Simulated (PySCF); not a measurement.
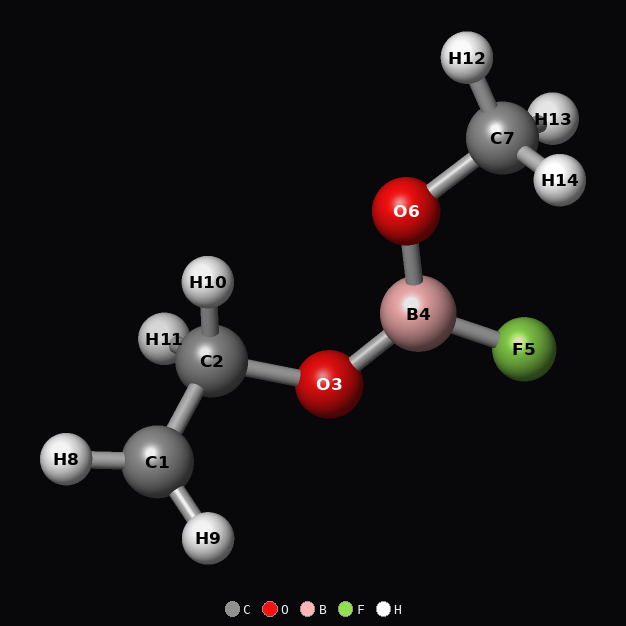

The species is neutral and a spin doublet. Computed geometry: GFN2-xTB optimisation. No frequency run is at hand to confirm it as a minimum. Level of theory: UKS B3LYP, pcH-1 on B C F H O, non-relativistic (PySCF 2.14.0). Fermi-contact and spin-dipolar terms alone, no spin-orbit part.

**Which nucleus has the largest dipolar (anisotropic) hyperfine coupling?**

13C at C1: principal values −82.2, −81.7, 163.9 MHz.

List the isotropic and dipolar parts for the most strongly coupled nuclei, one of each equivalent set.

```tsv
atom	isotope	a_iso (MHz)	dipolar part (MHz)
C1	13C	87.9	−82.2, −81.7, 163.9
H9	1H	−66.3	−40.0, 0.1, 39.9
H8	1H	−63.2	−39.6, −0.4, 39.9
H10	1H	133.8	−5.9, −3.4, 9.3
H11	1H	125.7	−5.5, −3.8, 9.3
C2	13C	−39.3	−2.8, 1.0, 1.7
F5	19F	0.0	−1.0, −0.6, 1.6
O3	17O	1.2	−1.4, 0.6, 0.8
```

The geometry is semi-empirical. Around B such bond lengths and angles can be off by a tenth of an ångström or more and by several degrees, and values that hang on the shape move with them.
